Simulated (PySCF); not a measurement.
Input

```
{"job": {"kind": "inter", "xc": "wB97M-D3(BJ)", "basis": "def2-TZVPD", "pairs": false}, "charge": 0, "multiplicity": 1, "parts": [{"atoms": "0-3", "charge": 0, "multiplicity": 1}, {"atoms": "4-12", "charge": 0, "multiplicity": 1}]}
Ga     0.363408     0.348594    -0.131351
H     -0.919030     1.151686     0.309265
H      0.709711    -1.024381     0.560729
H      0.961502     0.627822    -1.569468
C      3.117800     1.043310     0.922577
O      1.790574     1.535269     0.945097
C      1.700249     2.931448     0.728070
H      3.070637    -0.029551     1.136529
H      3.572468     1.203607    -0.068294
H      3.715101     1.552841     1.693548
H      2.081044     3.192170    -0.272516
H      2.279039     3.464167     1.497368
H      0.642140     3.203960     0.802129
```

Command:

```sh
OMP_NUM_THREADS=1 python cluster_run.py task.json out
```

Geometry: PBE0-D3(BJ)/def2-SVPD.

These are results of wB97M-D3(BJ)/def2-TZVPD, SCF density, gas phase in PySCF 2.14.0, not measurements.

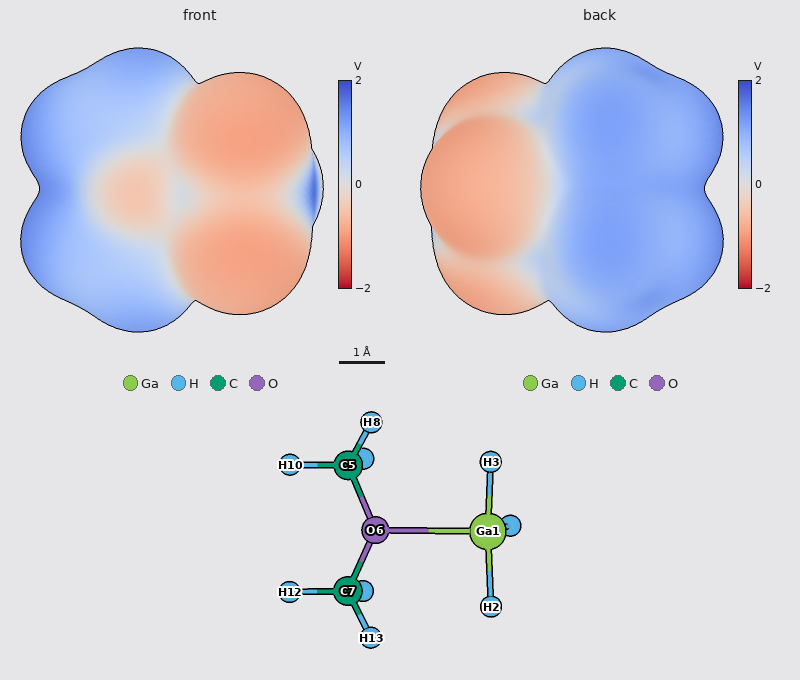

C2H9GaO. The molecular electrostatic potential painted on the density surface at 0.002 e/bohr³, seen from the front and from behind; red is negative and blue positive. The bare structure is drawn below in the same view.

Question: Describe the electrostatic potential map.

Answer: The most negative region (about −0.9 V, or −21 kcal/mol for a unit charge) lies over H2, H3 and H4, the most positive (about +1.4 V, or +32 kcal/mol for a unit charge) over Ga1.

Question: How polar is the molecule by this calculation?

Answer: Its dipole moment is 4.07 D.
